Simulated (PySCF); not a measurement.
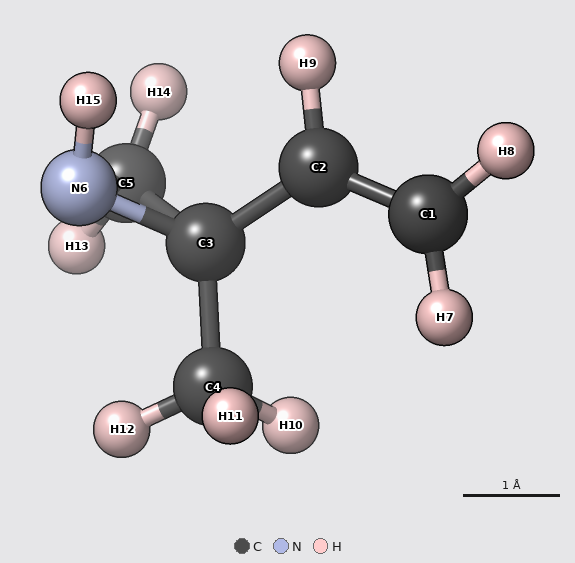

The structure as given in the input (ball-and-stick view, seen at a tilt; atoms are numbered from 1 in the order of the input). Bond lengths as drawn: C–C 1.34 to 1.51 Å, C–H 1.09 to 1.10 Å, C–N 1.45 to 1.47 Å and H–N 1.02 Å.

## What a change does: excited-state calculation on C5H9N

System: C5H9N, SMILES C=C[C@]1(C)CN1.
Method of run A: TDDFT HF/def2-SVPD, vertical, gas phase, core orbitals frozen in the response (PySCF 2.14.0).

The geometry comes from this level: PBE0-D3(BJ)/def2-SVP. Text and figures count atoms from 1; the logs count them from 0 in places.

**Input file, run A**
```
{"job": {"kind": "uv", "xc": "HF", "basis": "def2-SVPD", "ip": true}, "charge": 0, "multiplicity": 1}
C      1.886779     0.680015     0.955427
C      1.088618    -0.280365     0.483209
C     -0.244267    -0.093616    -0.137483
C     -0.766759     1.312148    -0.265568
C     -1.201809    -1.225865     0.023560
N     -0.577119    -0.981444    -1.257387
H      1.599929     1.734297     0.928363
H      2.859345     0.440891     1.391410
H      1.425961    -1.324259     0.538250
H     -0.893101     1.781116     0.722191
H     -0.076362     1.931774    -0.858494
H     -1.737025     1.303625    -0.779508
H     -2.274023    -1.006113     0.078358
H     -0.884277    -2.084063     0.627562
H      0.179948    -1.642377    -1.429635
```

The first line tells a small driver script what to run in PySCF; the rest is the geometry in Å.

Hardware: 1 CPU thread, shared host.

**Output (run A)**
```
final grid: 115384 points
cycle   1  E = -248.7114974023  dE =  1.338e+00  |g| = 4.755e-01  |ddm| = 7.093e+00
cycle   2  E = -248.7823125611  dE = -7.082e-02  |g| = 1.786e-01  |ddm| = 1.604e+00
cycle   3  E = -248.7903918854  dE = -8.079e-03  |g| = 7.296e-02  |ddm| = 6.697e-01
cycle   4  E = -248.7920484764  dE = -1.657e-03  |g| = 1.353e-02  |ddm| = 2.296e-01
cycle   5  E = -248.7921119285  dE = -6.345e-05  |g| = 3.914e-03  |ddm| = 5.589e-02
cycle   6  E = -248.7921205360  dE = -8.608e-06  |g| = 1.356e-03  |ddm| = 2.058e-02
cycle   7  E = -248.7921218352  dE = -1.299e-06  |g| = 4.204e-04  |ddm| = 8.308e-03
cycle   8  E = -248.7921219758  dE = -1.406e-07  |g| = 1.096e-04  |ddm| = 3.450e-03
cycle   9  E = -248.7921219826  dE = -6.835e-09  |g| = 4.288e-05  |ddm| = 6.506e-04
cycle  10  E = -248.7921219836  dE = -9.555e-10  |g| = 1.447e-05  |ddm| = 2.279e-04
converged SCF energy = -248.7921219836

Static polarisability (au): isotropic 65.977, principal 53.489 60.619 83.822

Singlet excitations
state   eV       nm        f      main configurations
  1   7.1903    172.4   0.57574   H->L+3 0.45, H->L+2 0.19, H->L+4 0.18
  2   7.4245    167.0   0.07933   H->L 0.65, H->L+2 0.13
  3   8.0644    153.7   0.01859   H->L+1 0.61
  4   8.4606    146.5   0.01450   H->L+2 0.32, H->L 0.18, H-1->L 0.09
  5   8.6798    142.8   0.02602   H->L+5 0.38, H->L+1 0.19, H-1->L+2 0.10
  6   9.1600    135.4   0.00618   H-1->L+3 0.14, H->L+5 0.09, H-4->L+3 0.09
  7   9.2505    134.0   0.02027   H->L+4 0.34, H->L+3 0.22, H->L+7 0.14
  8   9.4236    131.6   0.00968   H->L+6 0.21, H-1->L+2 0.10, H-4->L+3 0.08
  9   9.6175    128.9   0.01274   H->L+6 0.26, H-1->L+3 0.20
 10   9.8094    126.4   0.02864   H->L+7 0.52

Triplet excitations (Tamm-Dancoff, eV): 3.6444 7.1792 7.7688 7.9357
```

The input of run B differs as follows (lines with − go, lines with + come):
```diff
-"xc": "HF"
+"xc": "PBE0"
```

How does run B compare with run A?

The total energies belong to different methods, so their difference says nothing on which is more stable or more accurate. The HOMO goes from −9.44 to −6.82 eV. The LUMO goes from 2.71 to 0.03 eV. The dipole moment goes from 1.53 to 1.30 D. The lowest excitation goes from 7.19 to 6.09 eV. The strongest computed line goes from 7.19 to 6.09 eV. The method changes from HF to PBE0. The SCF takes 13 iterations against 10.

**Output (run B)**
```
coarse grid: 12072 points
cycle   1  E = -250.1009626528  dE =  6.616e-01  |g| = 3.720e-01  |ddm| = 8.245e+00
cycle   2  E = -250.0994546493  dE =  1.508e-03  |g| = 3.964e-01  |ddm| = 2.419e+00
cycle   3  E = -250.1387346337  dE = -3.928e-02  |g| = 5.349e-02  |ddm| = 1.214e+00
cycle   4  E = -250.1391698746  dE = -4.352e-04  |g| = 2.975e-02  |ddm| = 1.905e-01
cycle   5  E = -250.1393749864  dE = -2.051e-04  |g| = 5.255e-03  |ddm| = 7.708e-02
cycle   6  E = -250.1393801492  dE = -5.163e-06  |g| = 2.620e-03  |ddm| = 1.713e-02
final grid: 115384 points
cycle   7  E = -250.1735654713  dE = -4.709e-05  |g| = 9.713e-03  |ddm| = 2.800e-01
cycle   8  E = -250.1735455580  dE =  1.991e-05  |g| = 1.317e-02  |ddm| = 6.473e-02
cycle   9  E = -250.1735900902  dE = -4.453e-05  |g| = 1.817e-03  |ddm| = 3.575e-02
cycle  10  E = -250.1735909284  dE = -8.382e-07  |g| = 2.992e-04  |ddm| = 3.868e-03
cycle  11  E = -250.1735909477  dE = -1.932e-08  |g| = 1.292e-04  |ddm| = 8.812e-04
cycle  12  E = -250.1735909517  dE = -3.959e-09  |g| = 2.726e-05  |ddm| = 3.915e-04
cycle  13  E = -250.1735909518  dE = -1.527e-10  |g| = 1.088e-05  |ddm| = 1.113e-04
converged SCF energy = -250.1735909518

Static polarisability (au): isotropic 69.239, principal 55.409 64.708 87.600

Singlet excitations
state   eV       nm        f      main configurations
  1   6.0901    203.6   0.24391   H->L 0.86, H-1->L 0.09
  2   6.4454    192.4   0.02922   H->L+1 0.92
  3   6.9811    177.6   0.01398   H->L+2 0.93
  4   7.2557    170.9   0.01597   H->L+3 0.84
  5   7.3851    167.9   0.18310   H-1->L 0.68, H-2->L 0.10, H->L+3 0.08
  6   7.5628    163.9   0.04242   H->L+4 0.69, H-1->L+1 0.10, H->L+5 0.09
  7   7.8664    157.6   0.02342   H-1->L+1 0.64, H->L+4 0.19
  8   8.0062    154.9   0.02217   H->L+5 0.69, H-1->L+1 0.14
  9   8.0475    154.1   0.02423   H-3->L 0.40, H-2->L 0.30, H-4->L 0.12
 10   8.2352    150.6   0.01144   H-2->L 0.41, H-4->L 0.39, H-3->L 0.11

Triplet excitations (Tamm-Dancoff, eV): 4.1315 6.1144 6.3018 6.8482
Vertical ionisation energy (delta-SCF) = 8.7475 eV
```

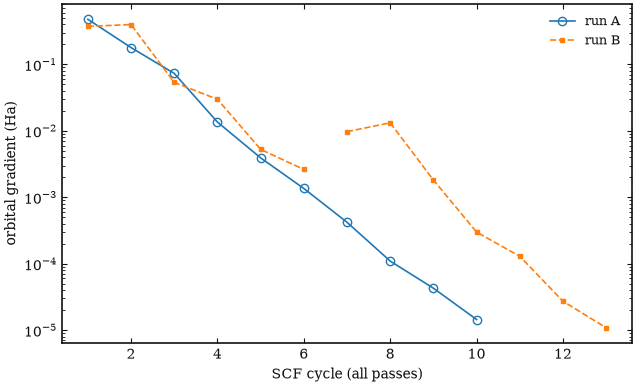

Convergence of the two runs: orbital gradient against the SCF cycle. A break in a curve parts two SCF passes (coarse and final grid). Run A takes 10 cycles in all, and run B takes 13.

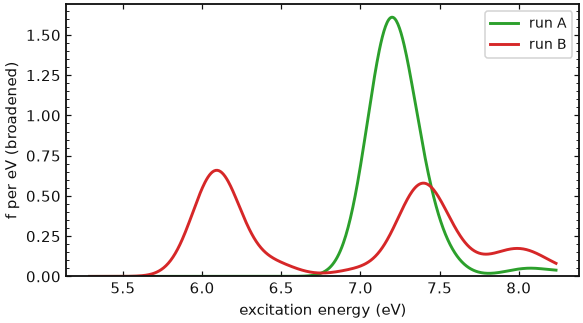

Absorption of the two runs from their computed states, each broadened by a Gaussian of 0.35 eV full width; the range ends where the shorter list of states ends.

**The two runs side by side**

| quantity | run A | run B |
| --- | --- | --- |
| outcome | converged | converged |
| total energy (hartree) | −248.792122 | −250.173591 |
| HOMO (eV) | −9.44 | −6.82 |
| LUMO (eV) | 2.71 | 0.03 |
| dipole moment (D) | 1.53 | 1.30 |
| lowest excitation (eV) | 7.19 | 6.09 |
| SCF iterations | 10 | 13 |
| strongest computed line (eV) | 7.19 | 6.09 |
| basis functions | 192 | 192 |
| wall time (shared host) | 20 s | 48 s |

For run A: Checks after the run noted: ip_vertical: SCF of the ion did not converge.
